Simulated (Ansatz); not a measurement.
Ligand exchange: GeH3(NH2) + B(NH2)3 → GeH2(NH2)2 + BH(NH2)2

Species: GeH3(NH2), singlet; B(NH2)3, singlet; GeH2(NH2)2, singlet; BH(NH2)2, singlet. The partners trade H for NH2: Ge–H and B–NH2 bonds give way to Ge–NH2 and B–H.

Shapes, held fixed at every level: PBE0-D4/def2-TZVP. Flexible molecules stand in one conformer, not always the lowest. Programs: Ansatz 0.2.0. Electronic energies: no zero-point or thermal term.

```csv
level,kind,ΔE (kJ/mol),less CCSD(T)/def2-TZVPP
BHLYP-D4/def2-TZVPP,global hybrid,+52.3,+6.9
wB97X-V/def2-TZVPP,range-separated hybrid,+48.8,+3.4
MP2/def2-SVP,perturbation theory,+52.6,+7.2
MP2/def2-TZVPP,perturbation theory,+44.0,-1.4
CCSD(T)/def2-SVP,coupled cluster or CI,+53.6,+8.2
CCSD/def2-SVP,coupled cluster or CI,+55.3,+9.9
CCSD(T)/def2-TZVPP,coupled cluster or CI,+45.4,0.0
```

The highest level, CCSD(T)/def2-TZVPP, gives ΔE = +45.4 kJ/mol; the levels span +44.0 to +55.3. The column of differences is taken from that level and isn't an error. No measured value is set beside it here. Relativity is left out for Ge. Outer-core shells of Ge are correlated, in sets that cover them unevenly.

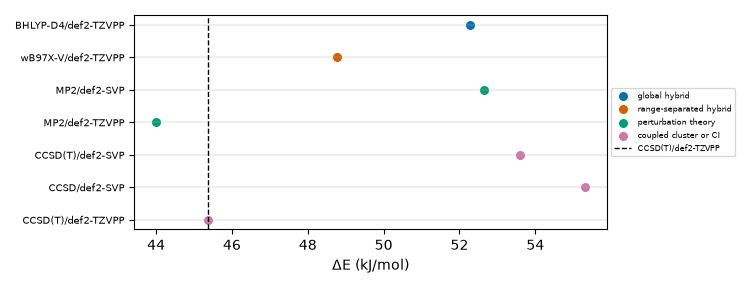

The values of the table, level by level.
